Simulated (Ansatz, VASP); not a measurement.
# C (Diamond) in two plane-wave programs, part 3 of 3

Aim: how closely do two programs agree when they are given the same cell, functional and k mesh? The cell is taken from a series of VASP runs on this material, whose earlier steps may have relaxed, scaled or displaced it; both programs get it as it stands. Valence electrons are named where the data sets of a main pair hold unlike numbers.

VASP 6.6.1 and Ansatz 0.2.0.

So far: The starting structure; Ansatz: elastic constants, PBE with D3(BJ); VASP: elastic constants, PBE with D3(BJ); Comparison.

### 5. VASP: band structure, HSE06

Level of this step: HSE06; plane waves and PAW (C) (VASP).

Levels along a path test the potential and the projectors away from the mesh points.

The run reads the wave functions of an earlier VASP run, which isn't shown here.

INCAR reads:

```
SYSTEM = C
PREC = Accurate
ENCUT = 520
EDIFF = 1E-06
NELM = 100
ISMEAR = 0
SIGMA = 0.05
LREAL = .FALSE.
ALGO = Normal
LHFCALC = .TRUE.
AEXX = 0.25
GGA = PE
HFSCREEN = 0.2
LASPH = .TRUE.
NBANDS = 10
PRECFOCK = Fast
LORBIT = 11
LWAVE = .FALSE.
LCHARG = .FALSE.
KPAR = 2
```

POSCAR reads:

```
C
1.0
    0.0000000000      1.7793663622      1.7793663622
    1.7793663622      0.0000000000      1.7793663622
    1.7793663622      1.7793663622      0.0000000000
C
2
Direct
    0.0000000000      0.0000000000      0.0000000000
    0.2500000000      0.2500000000      0.2500000000
```

KPOINTS reads:

```
Automatic mesh
0
Gamma
7 7 7
0 0 0
```

KPOINTS_OPT reads:

```
Line mode
6
Line-mode
Reciprocal
  0.00000000   0.00000000   0.00000000 GAMMA
  0.50000000   0.00000000   0.50000000 X

  0.50000000   0.00000000   0.50000000 X
  0.50000000   0.25000000   0.75000000 W

  0.50000000   0.25000000   0.75000000 W
  0.37500000   0.37500000   0.75000000 K

  0.37500000   0.37500000   0.75000000 K
  0.00000000   0.00000000   0.00000000 GAMMA

  0.00000000   0.00000000   0.00000000 GAMMA
  0.50000000   0.50000000   0.50000000 L

  0.50000000   0.50000000   0.50000000 L
  0.62500000   0.25000000   0.62500000 U

  0.62500000   0.25000000   0.62500000 U
  0.50000000   0.25000000   0.75000000 W

  0.50000000   0.25000000   0.75000000 W
  0.50000000   0.50000000   0.50000000 L

  0.50000000   0.50000000   0.50000000 L
  0.37500000   0.37500000   0.75000000 K

  0.62500000   0.25000000   0.62500000 U
  0.50000000   0.00000000   0.50000000 X
```

Potentials, in the order of the species: C (PBE family, release 64).

On the command line:

```console
mpirun -np 2 vasp_std
```

Numbers of over 12 decimals in the logs are rounded to 6 here.

Output:

```text
[banner, memory and clock lines left out]
running    2 mpi-ranks, on    1 nodes
[...]
LDA part: xc-table for (Slater+PW92), standard interpolation
 found WAVECAR, reading the header
 POSCAR, INCAR and KPOINTS ok, starting setup
[...]
reading WAVECAR
 the WAVECAR file was read successfully
 initial charge from wavefunction
 entering main loop
       N       E                     dE             d eps       ncg     rms          rms(c)
DAV:   1    -0.210888267668E+02   -0.21089E+02   -0.28375E-01   414   0.415E+00    0.716E-01
DAV:   2    -0.210891786221E+02   -0.35186E-03   -0.14303E-03   430   0.322E-01    0.449E-01
DAV:   3    -0.210886183843E+02    0.56024E-03   -0.36264E-04   420   0.157E-01    0.243E-01
DAV:   4    -0.210884670491E+02    0.15134E-03   -0.11115E-04   410   0.905E-02    0.130E-01
DAV:   5    -0.210884262438E+02    0.40805E-04   -0.26210E-05   422   0.444E-02    0.701E-02
DAV:   6    -0.210884144329E+02    0.11811E-04   -0.62004E-06   422   0.221E-02    0.382E-02
DAV:   7    -0.210884108490E+02    0.35839E-05   -0.16284E-06   396   0.117E-02    0.205E-02
DAV:   8    -0.210884098574E+02    0.99158E-06   -0.38210E-07   206   0.585E-03
   1 F= -.21088410E+02 E0= -.21088410E+02  d E =-.991065E-20
 Start KPOINTS_OPT (optional k-point list driver)
k-point batch [1-20\60]
       N       E                     dE             ncg
DAV:   1     0.302254521804E+03   -0.80946E+04      400
DAV:   2    -0.138111443174E+03   -0.44037E+03      528
DAV:   3    -0.157771366696E+03   -0.19660E+02      456
DAV:   4    -0.157952465084E+03   -0.18110E+00      460
DAV:   5    -0.157954399822E+03   -0.19347E-02      458
DAV:   6    -0.157954403349E+03   -0.35264E-05      446
DAV:   7    -0.157954403356E+03   -0.72588E-08      356
[...]
k-point batch [41-60\60]
       N       E                     dE             ncg
DAV:   1     0.185378090172E+03   -0.86473E+04      408
DAV:   2    -0.201488481879E+03   -0.38687E+03      458
DAV:   3    -0.212997690555E+03   -0.11509E+02      478
DAV:   4    -0.213072378655E+03   -0.74688E-01      478
DAV:   5    -0.213072547561E+03   -0.16891E-03      472
DAV:   6    -0.213072547784E+03   -0.22321E-06      468
```

OUTCAR, selected parts (step 5):

```text
 POSITION                                       TOTAL-FORCE (eV/Angst)
 -----------------------------------------------------------------------------------
      0.00000      0.00000      0.00000        -0.000000      0.000000     -0.000000
      0.88968      0.88968      0.88968         0.000000     -0.000000      0.000000
 -----------------------------------------------------------------------------------
    total drift:                               -0.000000     -0.000000     -0.000000

  FREE ENERGIE OF THE ION-ELECTRON SYSTEM (eV)
  ---------------------------------------------------
  free  energy   TOTEN  =       -21.0884098574 eV

  energy  without entropy=      -21.0884098574  energy(sigma->0) =      -21.08840986

[... 3 further parts left out ...]
[key lines of the parts left out:]
E-fermi :   9.5053
```

The PAW data sets were made with PBE, which is usual practice but a small mismatch for other functionals.

### 6. Ansatz: band structure, HSE06

The same cell, functional, mesh and smearing now go to Ansatz, which takes its cutoff from its data sets.

The cell is taken from a series of VASP runs on this material, whose earlier steps may have relaxed, scaled or displaced it; both programs get it as it stands.

input.yaml reads:

```yaml
crystal:
  lattice:
    - [0.0, 1.7793663622, 1.7793663622]
    - [1.7793663622, 0.0, 1.7793663622]
    - [1.7793663622, 1.7793663622, 0.0]
  atoms:
    - { symbol: C, position: [0.0, 0.0, 0.0] }
    - { symbol: C, position: [0.25, 0.25, 0.25] }
hamiltonian:
  xc: { exchange: pbe, correlation: pbe, exx: { coeff: 0.25, omega: 0.2 } }
  pseudopotentials: { kind: paw }
kpoints:
  mp_grid: { grid: [7, 7, 7] }
  band_path:
    path:
      - [0.0, 0.0, 0.0]
      - [0.4, 0.0, 0.4]
      - [0.5, 0.0, 0.5]
      - [0.5, 0.2, 0.7]
      - [0.4, 0.35, 0.75]
      - [0.15, 0.15, 0.3]
      - [0.2, 0.2, 0.2]
      - [0.55, 0.4, 0.55]
      - [0.6, 0.25, 0.65]
      - [0.5, 0.25, 0.75]
      - [0.5, 0.5, 0.5]
      - [0.375, 0.375, 0.75]
      - [0.5, 0.0, 0.5]
    npoints: 1
scf:
  occupations: { method: gaussian, width: 0.05 }
  n_extra_bands: 7
output:
  forces: true
  stress: true
  eigenvalues: true
```

On the command line:

```console
ansatz run input.yaml --threads 4 --pin off --max-ram 9216MiB --backend cpu --events-out ev --progress --plain --runs-dir out
```

Output:

```text
[...]
P = ⅓ Tr σ = -5.2088 GPa (-52.088 kbar)
--- Band table (eV; the first three rows and the last of 20) ---
  k-point 0: bands = [-10.8241, 12.8062, 12.8062, 12.8062, 19.8271, 19.8271, 19.8271, 28.2121, ... 3 higher]
  k-point 1: bands = [-10.2113, 9.5636, 11.9362, 11.9362, 20.9775, 20.9775, 21.4105, 28.7185, ... 3 higher]
  k-point 2: bands = [-8.3980, 4.2144, 10.5983, 10.5983, 22.4875, 22.4875, 22.7390, 29.8485, ... 3 higher]
  k-point 19: bands = [-1.6200, 0.2334, 2.8050, 5.5855, 22.4076, 26.3073, 27.6940, 28.5182, ... 3 higher]
[key lines of the parts left out:]
Free energy (F): -501.766940 eV
Fermi energy:    15.530174 eV
```

It took 9.1 s on 4 threads of Arm Neoverse V1, shared host; peak memory 0.44 GiB; 32 s of CPU time.

### 7. Side by side

What differs besides the data sets and the points named for the pairs above, as far as they apply: exact exchange at q = 0 is treated differently, which shows on coarse meshes; VASP keeps PBE cores, Ansatz makes them for the functional; the cutoff is 420 eV in Ansatz and 520 eV in VASP; VASP takes a coarser grid for exact exchange (PRECFOCK = Fast). Total energies have different zeros and are not compared.

Compared:

```csv
quantity,Ansatz,VASP,difference
gap over the path points (eV),5.359,5.349,+0.009
```

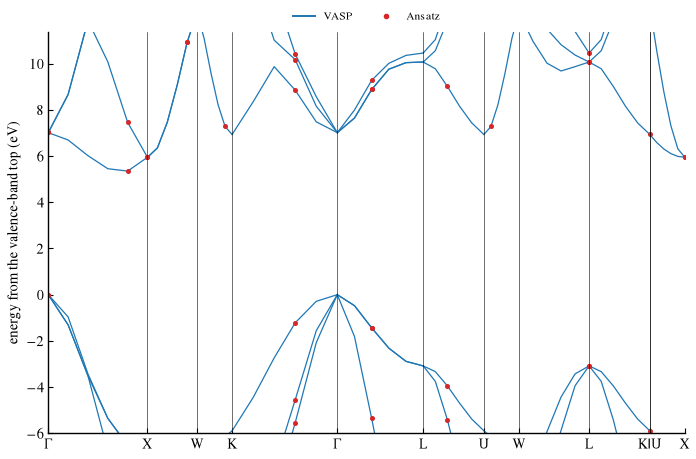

Bands from VASP (lines) and levels from Ansatz (dots). Dots without a line are higher empty bands that the VASP plot leaves out.

Levels at points of the path, from each program's valence-band top (eV; 3 filled, then empty):

```csv
k (reciprocal lattice),Ansatz,VASP
0.000 0.000 0.000,0.00 0.00 0.00 7.02 7.02 7.02,0.00 0.00 0.00 7.01 7.01 7.01
0.400 0.000 0.400,-10.47 -6.53 -6.53 5.36 7.47 18.08,-10.47 -6.52 -6.52 5.35 7.46 18.09
0.500 0.000 0.500,-14.12 -6.92 -6.92 5.96 5.96 19.35,-14.13 -6.92 -6.92 5.95 5.95 19.35
0.500 0.200 0.700,-13.38 -8.89 -8.89 10.93 10.93 15.59,-13.39 -8.89 -8.89 10.93 10.93 15.60
0.400 0.350 0.750,-12.97 -10.15 -6.15 7.28 12.46 16.43,-12.97 -10.14 -6.14 7.28 12.46 16.43
0.150 0.150 0.300,-5.54 -4.55 -1.22 8.86 10.17 10.41,-5.54 -4.55 -1.22 8.85 10.17 10.41
0.200 0.200 0.200,-5.35 -1.44 -1.44 8.88 8.88 9.28,-5.35 -1.44 -1.44 8.88 8.88 9.28
0.550 0.400 0.550,-14.16 -5.43 -3.96 9.02 11.87 12.61,-14.16 -5.43 -3.95 9.01 11.87 12.63
0.600 0.250 0.650,-12.97 -10.15 -6.15 7.28 12.46 16.43,-12.97 -10.14 -6.14 7.28 12.46 16.43
0.500 0.250 0.750,-13.28 -9.10 -9.10 12.21 12.21 14.36,-13.28 -9.10 -9.10 12.22 12.22 14.37
```

Among the levels compared at these points, filled levels agree within 5 meV and empty ones within 12 meV.

### 8. Results

```json
{"difference in C12 (elastic constants, PBE with D3(BJ))": "-1.0 %", "largest difference of a filled level at the path points (band structure, HSE06)": "5.1 meV"}
```

In words: The difference in C12 is -1.0 % (elastic constants, PBE with D3(BJ)), within the 5 % picked in this series as the mark of a large difference. How closely two codes agree says nothing of how well the functional describes the real material.

[Lines on the potential files, build, host, timing and source positions are cut from VASP's logs without a mark.]

[Logs are printed without paths, hosts, clocks, repeated set-up lines and the standing remarks that a program may print on its own settings, such as how far it seeks lower states.]

[Hosts, paths, dates, database ids (printed as entryN), source tags and the programs' standing remarks are cut or masked in the printed files.]
